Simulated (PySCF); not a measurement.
```yaml
atoms:
  - { symbol: C, position_ang: [3.0764, 1.3568, -0.7017] }
  - { symbol: S, position_ang: [2.6931, -0.4093, -0.8534] }
  - { symbol: C, position_ang: [1.0256, -0.4015, -0.3613] }
  - { symbol: C, position_ang: [0.2701, -1.5910, -0.3168] }
  - { symbol: N, position_ang: [-0.9810, -1.5529, 0.0551] }
  - { symbol: C, position_ang: [-1.4848, -0.3471, 0.3822] }
  - { symbol: Si, position_ang: [-3.2961, -0.2731, 0.9254] }
  - { symbol: N, position_ang: [-0.7850, 0.7690, 0.3450] }
  - { symbol: N, position_ang: [0.4665, 0.7529, -0.0241] }
  - { symbol: H, position_ang: [2.4236, 1.9168, -1.3629] }
  - { symbol: H, position_ang: [2.9209, 1.6649, 0.3269] }
  - { symbol: H, position_ang: [4.1158, 1.4734, -0.9897] }
  - { symbol: H, position_ang: [0.6965, -2.5486, -0.5855] }
  - { symbol: H, position_ang: [-3.4377, -1.1335, 2.1001] }
  - { symbol: H, position_ang: [-4.1066, -0.7881, -0.1782] }
  - { symbol: H, position_ang: [-3.6048, 1.1202, 1.2275] }
```

Geometry: GFN2-xTB.

Method: PBE0/pcSseg-1, SCF density, gas phase, non-relativistic (PySCF).

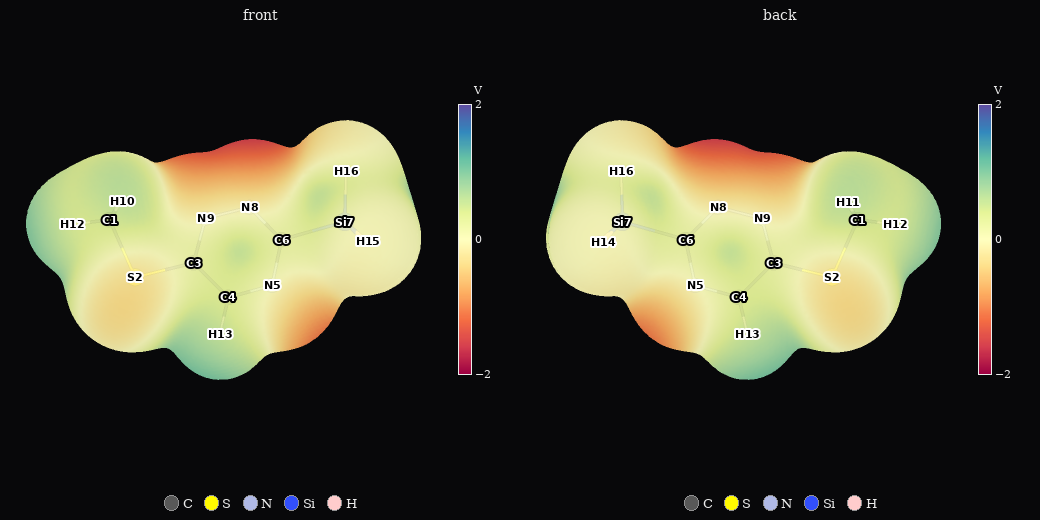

C$_{4}$H$_{7}$N$_{3}$SSi (SMILES CSc1cnc([SiH3])nn1). The electrostatic potential painted on the density surface at 0.001 e/bohr³, seen from the front and from behind; the colour scale runs from red (negative) to blue (positive).

### Describe the electrostatic potential map.

The most negative region (about −1.5 V) lies over N8, the most positive (about +1.0 V) over H13. N8 is the likeliest acceptor of a hydrogen bond.

### What dipole moment does the calculation give?

Its dipole moment is 1.67 D.
